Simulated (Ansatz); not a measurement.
```xyz
7

Si   -0.8422    0.5325   -0.2150
S     0.4212   -0.0784    1.4233
S     1.4199   -1.6552    0.4590
H    -1.7129   -0.5870   -0.6539
H    -0.0188    1.0044   -1.3589
H    -1.6658    1.6510    0.3182
H     2.4600   -0.9354   -0.0182
```

Computed with RKS CAM-B3LYP-D4/def2-SVP (Ansatz 0.2.0).

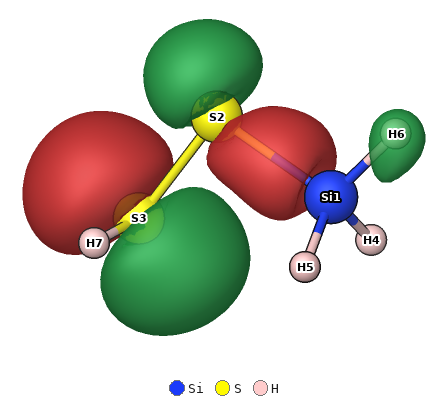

H₄S₂Si (SMILES [SiH3]SS). The HOMO at ±0.1 Å⁻³ᐟ² (green and red are the two phases), seen at a tilt.

Describe this orbital and give its energy.

Answer. It lies mainly on S3 (about 70 %), S2 (about 20 %) and Si1 (about 5 %). Its energy is −8.51 eV.
